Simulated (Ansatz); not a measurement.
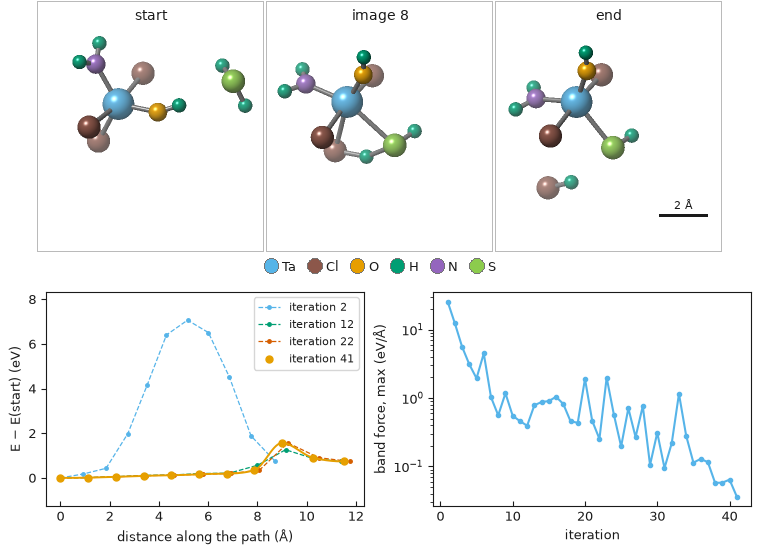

NEB run on TaNH5SOCl3, made up at the start of TaNH₃OCl₃ and H2S. Images are numbered from 0 (start) to 10 (end). The plot follows the band through its iterations. A ball-and-stick model, seen face on.

The calculation used Ansatz 0.2.0, RHF/def2-SVP. Set-up: 9 movable images; climbing image; force threshold 0.05 eV/Å; iteration limit 59; starting path by straight interpolation.

Q: Judge this run.

A: The run is converged, with reservations. The band converged in 41 iterations. The largest component of the band force went from 26 to 0.036 eV/Å. The climbing image converged on the top of the path. Its curvatures weren't checked. The straight starting path can push atoms close together and costs iterations. The first iteration put the highest image at 14.98 eV. The energy climbs by 1.57 eV to image 8 and then falls by 0.83 eV, so the end point sits at +0.74 eV.

Limits of the set-up: the start holds two separate molecules, 2.5 Å apart at their closest, whose relative position is a soft coordinate and is computed without a dispersion correction; Hartree-Fock leaves out electron correlation.

Cost: 17 min on 4 threads of Arm Neoverse V1 (shared host), peak memory 0.54 GiB.
